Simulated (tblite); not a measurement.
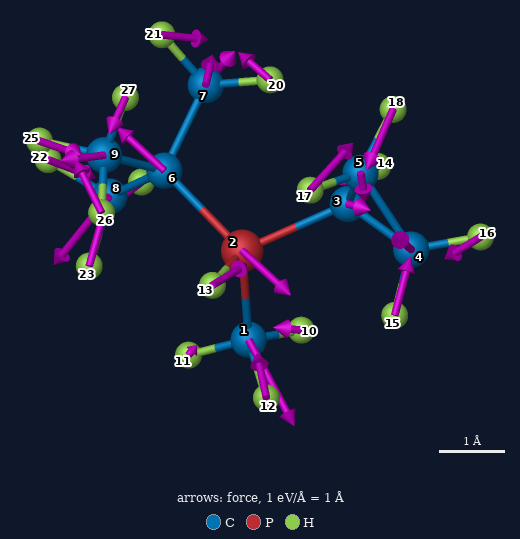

Starting geometry of C₈H₁₈P (charge +1) with the computed forces as purple arrows. A ball-and-stick model, seen at a tilt.

All numbers below come from GFN2-xTB geometry optimisation, gas phase (tblite 0.8.0). 

> What follows when this structure is relaxed?

It isn't relaxed: the largest force vector, on a C atom, is 1.62 eV/Å. The final displacements have little in common with the starting forces (cosine between the two patterns 0.13). The atom that moves furthest after the best rigid fit is an H atom (1.39 Å). Largest moves by element: H 1.39 Å, C 0.80 Å, P 0.20 Å. Some distances before and after: H–P 1.437 → 1.382 Å, C–P 1.803 → 1.852 Å, C–H 1.128 → 1.091 Å, C–C 1.524 → 1.489 Å. Bond angles that change, for instance: H–C–H 120.4° → 113.5°, P–C–C 112.0° → 118.8°, P–C–C 114.1° → 107.5°. Groups turn about C–P by about 50°, C–C by about 40°, C–C by about 35°. The energy falls by 1.208 eV in 197 geometry steps.
